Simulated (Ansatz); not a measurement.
**Run report: C$_{2}$H$_{9}$ClSi$_{3}$, geometry relaxation (part 1 of 3)**

C$_{2}$H$_{9}$ClSi$_{3}$, computed with RKS B3LYP-D4/STO-3G (Ansatz 0.2.0).

The run did not end well. It belongs to a series of runs on one base structure; here: start relaxed.

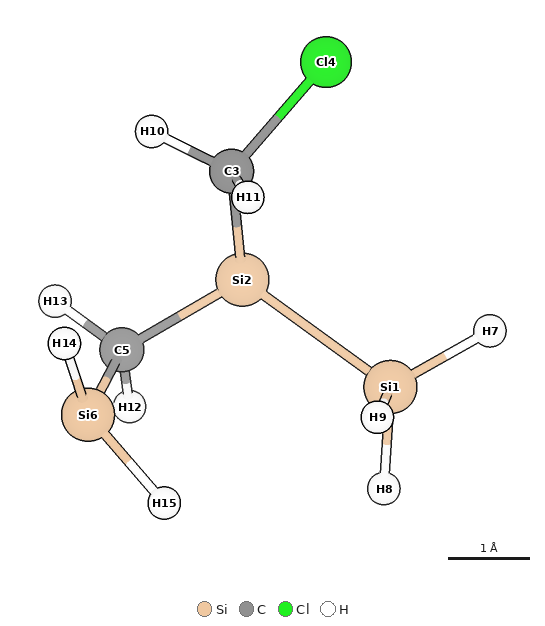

Figure 1. The starting structure (ball-and-stick view, seen at a tilt; atoms are numbered from 1 in the order of the input). Bond lengths as drawn: C–Cl 1.82 Å, C–H 1.06 to 1.13 Å, C–Si 1.77 to 1.83 Å, H–Si 1.44 to 1.52 Å and Si–Si 2.36 Å.

### Input file
```yaml
crystal:
  periodic: [false, false, false]
  atoms:
    - { symbol: Si, position_ang: [-1.0548, -1.8609, 0.2328] }
    - { symbol: Si, position_ang: [0.1704, -0.1725, -0.8792] }
    - { symbol: C, position_ang: [1.8612, -0.2436, -0.1935] }
    - { symbol: Cl, position_ang: [2.8472, -1.5486, -1.0018] }
    - { symbol: C, position_ang: [-0.5874, 1.4248, -0.9499] }
    - { symbol: Si, position_ang: [-0.7503, 1.8767, 0.7742] }
    - { symbol: H, position_ang: [-0.6535, -3.1548, -0.2554] }
    - { symbol: H, position_ang: [-2.5025, -1.6016, -0.1103] }
    - { symbol: H, position_ang: [-0.8786, -1.7117, 1.7303] }
    - { symbol: H, position_ang: [2.4496, 0.6803, -0.3456] }
    - { symbol: H, position_ang: [1.9036, -0.4449, 0.9164] }
    - { symbol: H, position_ang: [-1.527, 1.443, -1.4455] }
    - { symbol: H, position_ang: [-0.0564, 2.1889, -1.5173] }
    - { symbol: H, position_ang: [0.5001, 2.0206, 1.5339] }
    - { symbol: H, position_ang: [-1.7435, 1.0534, 1.5401] }
basis:
  gaussian: { orbitals: STO-3G }
hamiltonian:
  xc: b3lyp
  dispersion: d4
relax:
  f_tol: 0.02
  max_steps: 40
scf:
  lower_state_search: "off"
output:
  orbitals: {}
```

Launch command:
```bash
ansatz run input.yaml --threads 1 --pin off --max-ram 2048MiB --backend cpu --events-out ev --progress --plain --runs-dir out
```

### The program's output
```
The last accepted step is kept in [file] (removed where the run ends without a failure and the disk answers)
Engine: ansatz 0.2.0, x86_64-unknown-linux-gnu
Functional definition: B3LYP
  parameter a0 = 0.2
  parameter ax = 0.72
  parameter ac = 0.81
  exchange = (1 - a0 - ax)*slater_x + ax*b88_x + a0*exact_x
  correlation = (1 - ac)*vwn_rpa_c + ac*lyp_c
these checks for a lower state are left out or cut short: stability, starts, cluster_reference, orbital_swaps, neighbouring_geometries, increment
736 factors; integrals over basis functions are off by at most 1.9e-5 eV
mean field evaluation 1: about -37936.2645 eV, gradient 2.1e1 eV
mean field evaluation 2: about -37936.3898 eV, gradient 2.0e1 eV
mean field evaluation 4: about -37937.8818 eV, gradient 3.7e0 eV
mean field evaluation 8: about -37937.8981 eV, gradient 8.6e-2 eV
mean field evaluation 16: about -37937.8981 eV, gradient 2.8e-6 eV
mean field -37937.89809295 eV, -1394.1920396851 hartree, gradient 2.8e-6 eV, S^2 0.000000; 0 other end points of the search recorded, 0 dependent functions left out
the calculation of the forces begins
reference -37937.89832933 eV, -1394.1920483720 hartree; 40, 40 occupied and 15, 15 virtual orbitals, 736 factors
relax step   1: F+E_penalty+E_count = -37938.71122950 eV  Δ(F+E_penalty+E_count) = +0.000e0 eV  max|allowed force component| = 3.777e0 eV/Å  Δτ_max = 0.0000 Å  (14 SCF iters, accepted)
these checks for a lower state are left out or cut short: stability, starts, cluster_reference, orbital_swaps, neighbouring_geometries, increment
736 factors; integrals over basis functions are off by at most 2.1e-5 eV
mean field -37938.67698401 eV, -1394.2206634034 hartree, gradient 1.0e-6 eV, S^2 0.000000; 0 other end points of the search recorded, 0 dependent functions left out
[... from here on the field's lines of each further geometry are left out, up to the last ...]
relax step   2: F+E_penalty+E_count = -37939.49311243 eV  Δ(F+E_penalty+E_count) = -7.819e-1 eV  max|allowed force component| = 1.709e0 eV/Å  Δτ_max = 0.1947 Å  (19 SCF iters, accepted)
relax step   3: F+E_penalty+E_count = -37939.64578655 eV  Δ(F+E_penalty+E_count) = -1.527e-1 eV  max|allowed force component| = 6.168e-1 eV/Å  Δτ_max = 0.1462 Å  (19 SCF iters, accepted)
relax step   4: F+E_penalty+E_count = -37939.67414287 eV  Δ(F+E_penalty+E_count) = -2.836e-2 eV  max|allowed force component| = 7.128e-1 eV/Å  Δτ_max = 0.2000 Å  (20 SCF iters, accepted)
relax step   5: F+E_penalty+E_count = -37939.72545853 eV  Δ(F+E_penalty+E_count) = -5.132e-2 eV  max|allowed force component| = 6.049e-1 eV/Å  Δτ_max = 0.0742 Å  (18 SCF iters, accepted)
relax step   6: F+E_penalty+E_count = -37939.80500366 eV  Δ(F+E_penalty+E_count) = -7.955e-2 eV  max|allowed force component| = 4.158e-1 eV/Å  Δτ_max = 0.2000 Å  (23 SCF iters, accepted)
relax step   7: F+E_penalty+E_count = -37939.87924003 eV  Δ(F+E_penalty+E_count) = -7.424e-2 eV  max|allowed force component| = 3.704e-1 eV/Å  Δτ_max = 0.1950 Å  (17 SCF iters, accepted)
relax step   8: F+E_penalty+E_count = -37939.92125426 eV  Δ(F+E_penalty+E_count) = -4.201e-2 eV  max|allowed force component| = 6.182e-1 eV/Å  Δτ_max = 0.1894 Å  (17 SCF iters, accepted)
relax step   9: F+E_penalty+E_count = -37939.96660399 eV  Δ(F+E_penalty+E_count) = -4.535e-2 eV  max|allowed force component| = 5.401e-1 eV/Å  Δτ_max = 0.0754 Å  (18 SCF iters, accepted)
relax step  10: F+E_penalty+E_count = -37940.01632460 eV  Δ(F+E_penalty+E_count) = -4.972e-2 eV  max|allowed force component| = 5.269e-1 eV/Å  Δτ_max = 0.1077 Å  (17 SCF iters, accepted)
relax step  11: F+E_penalty+E_count = -37940.16092316 eV  Δ(F+E_penalty+E_count) = -1.446e-1 eV  max|allowed force component| = 8.437e-1 eV/Å  Δτ_max = 0.1946 Å  (17 SCF iters, accepted)
relax step  12: F+E_penalty+E_count = -37940.30057362 eV  Δ(F+E_penalty+E_count) = -1.397e-1 eV  max|allowed force component| = 7.791e-1 eV/Å  Δτ_max = 0.1953 Å  (17 SCF iters, accepted)
relax step  13: F+E_penalty+E_count = -37940.35240185 eV  Δ(F+E_penalty+E_count) = -5.183e-2 eV  max|allowed force component| = 7.213e-1 eV/Å  Δτ_max = 0.1952 Å  (17 SCF iters, accepted)
relax step  14: F+E_penalty+E_count = -37940.33850067 eV  Δ(F+E_penalty+E_count) = +1.390e-2 eV  max|allowed force component| = 7.254e-1 eV/Å  Δτ_max = 0.1993 Å  (16 SCF iters, rejected (line search))
relax step  15: F+E_penalty+E_count = -37940.40184508 eV  Δ(F+E_penalty+E_count) = -4.944e-2 eV  max|allowed force component| = 6.209e-1 eV/Å  Δτ_max = 0.0947 Å  (17 SCF iters, accepted)
relax step  16: F+E_penalty+E_count = -37940.43875989 eV  Δ(F+E_penalty+E_count) = -3.691e-2 eV  max|allowed force component| = 1.823e-1 eV/Å  Δτ_max = 0.1000 Å  (18 SCF iters, accepted)
relax step  17: F+E_penalty+E_count = -37940.46180186 eV  Δ(F+E_penalty+E_count) = -2.304e-2 eV  max|allowed force component| = 3.559e-1 eV/Å  Δτ_max = 0.1500 Å  (18 SCF iters, accepted)
relax step  18: F+E_penalty+E_count = -37940.48388763 eV  Δ(F+E_penalty+E_count) = -2.209e-2 eV  max|allowed force component| = 4.367e-1 eV/Å  Δτ_max = 0.1975 Å  (18 SCF iters, accepted)
relax step  19: F+E_penalty+E_count = -37940.49734630 eV  Δ(F+E_penalty+E_count) = -1.346e-2 eV  max|allowed force component| = 2.522e-1 eV/Å  Δτ_max = 0.0609 Å  (17 SCF iters, accepted)
relax step  20: F+E_penalty+E_count = -37940.50232837 eV  Δ(F+E_penalty+E_count) = -4.982e-3 eV  max|allowed force component| = 1.165e-1 eV/Å  Δτ_max = 0.0663 Å  (17 SCF iters, accepted)
relax step  21: F+E_penalty+E_count = -37940.50305481 eV  Δ(F+E_penalty+E_count) = -7.264e-4 eV  max|allowed force component| = 2.498e-1 eV/Å  Δτ_max = 0.1805 Å  (17 SCF iters, accepted)
relax step  22: F+E_penalty+E_count = -37940.50873653 eV  Δ(F+E_penalty+E_count) = -5.682e-3 eV  max|allowed force component| = 2.264e-1 eV/Å  Δτ_max = 0.0391 Å  (17 SCF iters, accepted)
relax step  23: F+E_penalty+E_count = -37940.51072091 eV  Δ(F+E_penalty+E_count) = -1.984e-3 eV  max|allowed force component| = 6.691e-2 eV/Å  Δτ_max = 0.0229 Å  (17 SCF iters, accepted)
relax step  24: F+E_penalty+E_count = -37940.51183367 eV  Δ(F+E_penalty+E_count) = -1.113e-3 eV  max|allowed force component| = 6.162e-2 eV/Å  Δτ_max = 0.0396 Å  (17 SCF iters, accepted)
relax step  25: F+E_penalty+E_count = -37940.51288569 eV  Δ(F+E_penalty+E_count) = -1.052e-3 eV  max|allowed force component| = 5.298e-2 eV/Å  Δτ_max = 0.0456 Å  (16 SCF iters, accepted)
relax step  26: F+E_penalty+E_count = -37940.50976190 eV  Δ(F+E_penalty+E_count) = +3.124e-3 eV  max|allowed force component| = 2.902e-1 eV/Å  Δτ_max = 0.1954 Å  (16 SCF iters, rejected (line search))
relax step  27: F+E_penalty+E_count = -37940.51013122 eV  Δ(F+E_penalty+E_count) = +2.754e-3 eV  max|allowed force component| = 1.173e-1 eV/Å  Δτ_max = 0.0311 Å  (16 SCF iters, rejected (line search))
relax step  28: F+E_penalty+E_count = -37940.51343971 eV  Δ(F+E_penalty+E_count) = -5.540e-4 eV  max|allowed force component| = 8.247e-3 eV/Å  Δτ_max = 0.0148 Å  (12 SCF iters, accepted)
relax step  29: F+E_penalty+E_count = -37940.51495838 eV  Δ(F+E_penalty+E_count) = -1.519e-3 eV  max|allowed force component| = 6.796e-2 eV/Å  Δτ_max = 0.0975 Å  (16 SCF iters, accepted)
relax step  30: F+E_penalty+E_count = -37940.51362864 eV  Δ(F+E_penalty+E_count) = +1.330e-3 eV  max|allowed force component| = 2.211e-1 eV/Å  Δτ_max = 0.1200 Å  (15 SCF iters, rejected (line search))
relax step  31: F+E_penalty+E_count = -37940.51613721 eV  Δ(F+E_penalty+E_count) = -1.179e-3 eV  max|allowed force component| = 8.533e-2 eV/Å  Δτ_max = 0.0588 Å  (16 SCF iters, accepted)
relax step  32: F+E_penalty+E_count = -37940.51710725 eV  Δ(F+E_penalty+E_count) = -9.700e-4 eV  max|allowed force component| = 1.160e-1 eV/Å  Δτ_max = 0.0734 Å  (16 SCF iters, accepted)
relax step  33: F+E_penalty+E_count = -37940.51777662 eV  Δ(F+E_penalty+E_count) = -6.694e-4 eV  max|allowed force component| = 1.018e-1 eV/Å  Δτ_max = 0.0733 Å  (16 SCF iters, accepted)
relax step  34: F+E_penalty+E_count = -37940.51858920 eV  Δ(F+E_penalty+E_count) = -8.126e-4 eV  max|allowed force component| = 1.240e-1 eV/Å  Δτ_max = 0.0506 Å  (16 SCF iters, accepted)
relax step  35: F+E_penalty+E_count = -37940.51976026 eV  Δ(F+E_penalty+E_count) = -1.171e-3 eV  max|allowed force component| = 8.171e-2 eV/Å  Δτ_max = 0.0300 Å  (16 SCF iters, accepted)
relax step  36: F+E_penalty+E_count = -37940.52130395 eV  Δ(F+E_penalty+E_count) = -1.544e-3 eV  max|allowed force component| = 4.875e-2 eV/Å  Δτ_max = 0.0949 Å  (17 SCF iters, accepted)
relax step  37: F+E_penalty+E_count = -37940.52262919 eV  Δ(F+E_penalty+E_count) = -1.325e-3 eV  max|allowed force component| = 9.131e-2 eV/Å  Δτ_max = 0.1080 Å  (17 SCF iters, accepted)
relax step  38: F+E_penalty+E_count = -37940.52346488 eV  Δ(F+E_penalty+E_count) = -8.357e-4 eV  max|allowed force component| = 1.057e-1 eV/Å  Δτ_max = 0.0376 Å  (16 SCF iters, accepted)
the calculation of the forces begins
reference -37939.74393453 eV, -1394.2598731119 hartree; 40, 40 occupied and 15, 15 virtual orbitals, 743 factors
relax step  39: F+E_penalty+E_count = -37940.52482647 eV  Δ(F+E_penalty+E_count) = -1.362e-3 eV  max|allowed force component| = 1.138e-1 eV/Å  Δτ_max = 0.1013 Å  (17 SCF iters, accepted)
these checks for a lower state are left out or cut short: stability, starts, cluster_reference, orbital_swaps, neighbouring_geometries, increment
743 factors; integrals over basis functions are off by at most 3.5e-5 eV
mean field evaluation 288: about -37939.7434 eV, gradient 1.4e-6 eV
mean field -37939.74337977 eV, -1394.2598527247 hartree, gradient 1.5e-6 eV, S^2 0.000000; 0 other end points of the search recorded, 0 dependent functions left out
the calculation of the forces begins
reference -37939.74362908 eV, -1394.2598618868 hartree; 40, 40 occupied and 15, 15 virtual orbitals, 743 factors
relax step  40: F+E_penalty+E_count = -37940.52525073 eV  Δ(F+E_penalty+E_count) = -4.243e-4 eV  max|allowed force component| = 2.065e-1 eV/Å  Δτ_max = 0.1114 Å  (17 SCF iters, accepted)
```

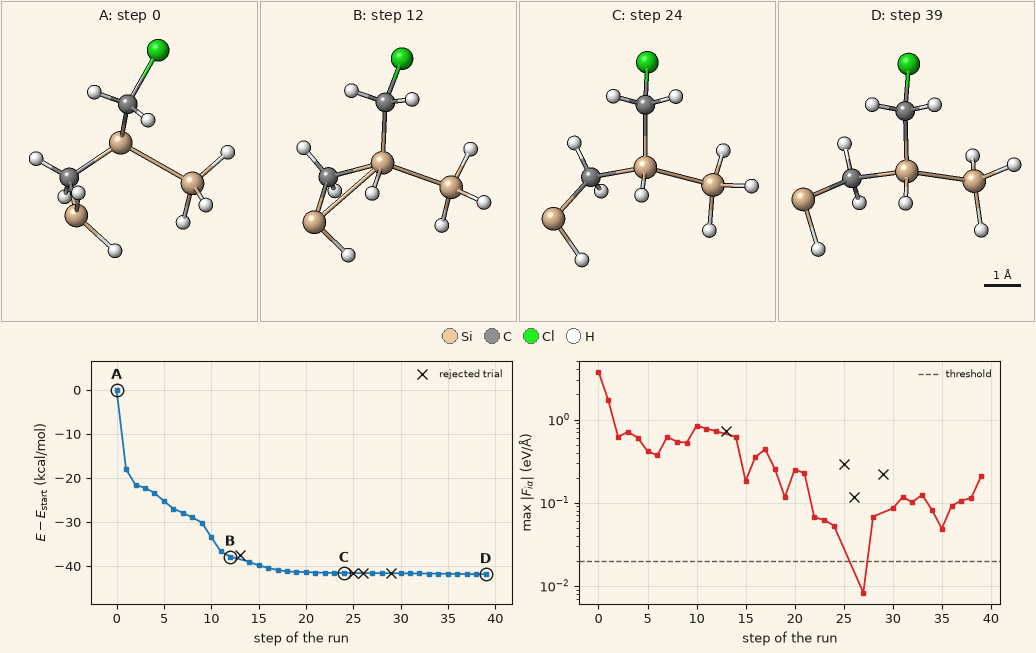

Figure 2. Frames of the relaxation (ball-and-stick view, seen at a tilt) above the curves, on which the letters mark them (the first geometry is step 0 here and step 1 in the log).

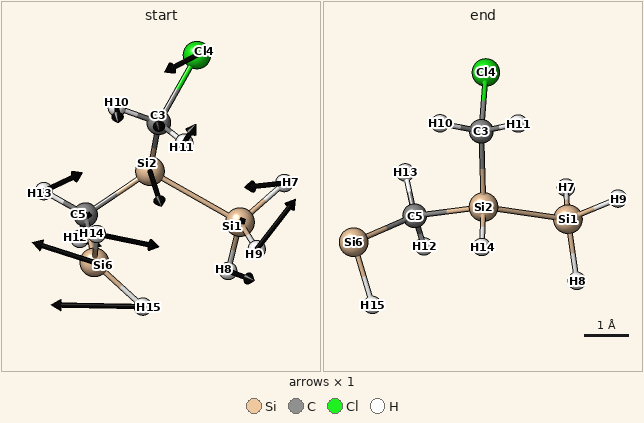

Figure 3. Before (left) and after (right) the relaxation, at one scale (ball-and-stick view, seen at a tilt). The black arrows give the displacements, at true length. The relaxation stopped without meeting its thresholds, so the last structure isn't shown to be converged. Over 39 geometry steps the energy falls by 41.8 kcal/mol. Largest force component: 3.8 eV/Å at the start, 0.21 eV/Å at the end. The line search rejected the trial steps at points 13, 25, 26, 29 (counted from 0) and went back. The largest move after the best rigid fit is that of H15, 2.12 Å. Largest moves by element: H 2.12 Å, Si 1.52 Å, Cl 0.96 Å, C 0.42 Å. Among the contacts that change: Si2–H14 3.277 → 1.452 Å, Si6–H14 1.470 → 3.086 Å, Si2–C5 1.769 → 1.891 Å, C5–Si6 1.790 → 1.910 Å. New bonds form: Si2–H14 (3.28 → 1.45 Å). Bonds break: Si6–H14 (1.47 → 3.09 Å). Among the angles that change: C5–Si6–H15 114.4° → 91.5°, Si2–C5–H13 116.4° → 106.7°, C3–Si2–C5 116.5° → 107.8°. (Atoms are counted from 1 in the order of the input.)
